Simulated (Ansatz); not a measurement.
F2GeH3N···HCl

```xyz
9

Ge   -0.5506   -0.0503   -0.5211
Cl   -0.2435    1.0088    3.5867
F     0.5739   -1.3082   -0.2714
H     0.1205    1.3000   -0.5557
F    -1.1925   -0.3753   -2.0762
N    -1.7996   -0.2549    0.7623
H    -2.1176   -1.1975    0.9104
H    -2.5897    0.3655    0.7297
H    -0.8951    0.4057    2.6638
```

Method: Ansatz 0.2.0, RHF/def2-SVP.

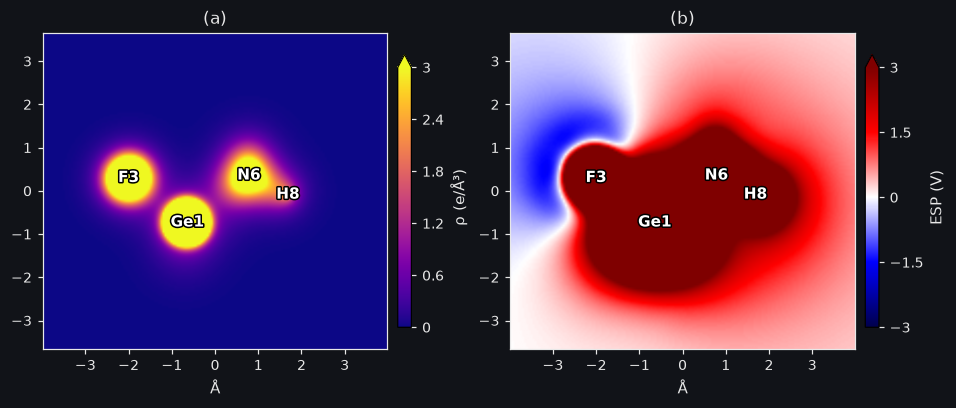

Figure 1. (a) total electron density; (b) molecular electrostatic potential on the plane of atoms Ge1, N6 and H8.

Question: What do the fields say about this system?

Answer:
- The plane passes through Ge, F, N and H nuclei.
- Ge–F (1.71 Å): ρ is about 0.97 e/Å³ halfway.
- Ge–N (1.80 Å): ρ at the midpoint is about 1 e/Å³.
- N–H (1.01 Å): the density is about 2.8 e/Å³ at the midpoint.
- Outside the dense part of the complex the potential is most negative (−1.5 V) near F3.

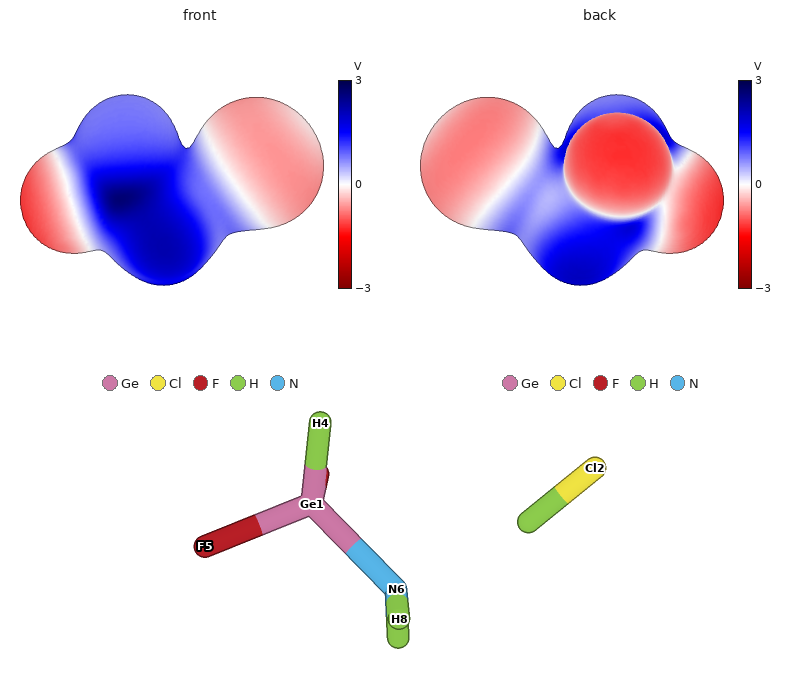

Figure 2. The electrostatic potential painted on the density surface at 0.001 e/bohr³, seen from the front and from behind; the colour scale runs from red (negative) to blue (positive). The bare structure is drawn below in the same view.

Question: Which sites attract a positive test charge, and which a negative one?

Answer: A positive charge is drawn to the negative regions and a negative charge to the positive ones. The most negative region (about −1.2 V) lies over F3 and F5, the most positive (about +2.5 V) over Ge1.
